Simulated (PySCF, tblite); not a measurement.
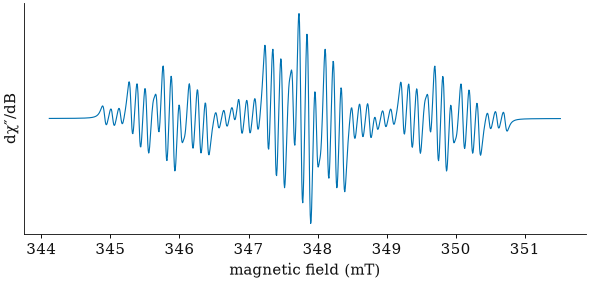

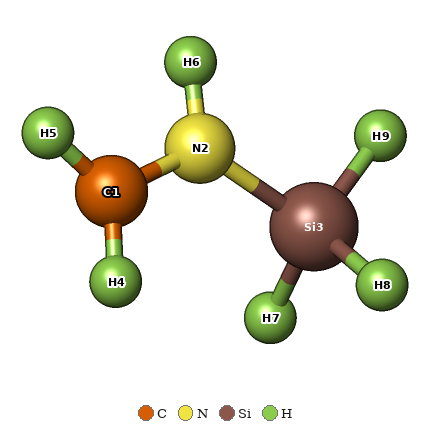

First-order isotropic EPR spectrum (fast tumbling, first derivative) of CH₆NSi, SMILES [CH2]N[SiH3], doublet at 9.75 GHz, Lorentzian lines of 0.10 mT full width at half height, from computed g and hyperfine couplings (B3LYP/pcH-1, PySCF, at a GFN2-xTB geometry (a minimum by its frequencies), gas phase); values of one conformer, averaged over methyl-type rotors alone; no vibrational averaging; dilute isotopes left out. The SMILES is one Lewis form and needn't show where the spin sits.

> Which couplings does the calculation give? The spectrum shows the sizes of those above the line width, not their signs.

```
    nuclei  isotope  a (mT)  a (MHz)
        H5       ¹H   −1.97    −55.3
        H4       ¹H   −1.97    −55.1
        H6       ¹H   −0.48    −13.6
H7, H8, H9       ¹H    0.38     10.6
        N2      ¹⁴N    0.12      3.3
```

> What is the g value, and how wide is the spectrum?

g_iso = 2.0028, which centres the spectrum at 347.8 mT; it spans 5.8 mT.

Note: the tight-binding geometry is rougher than a DFT one and adds to the error.
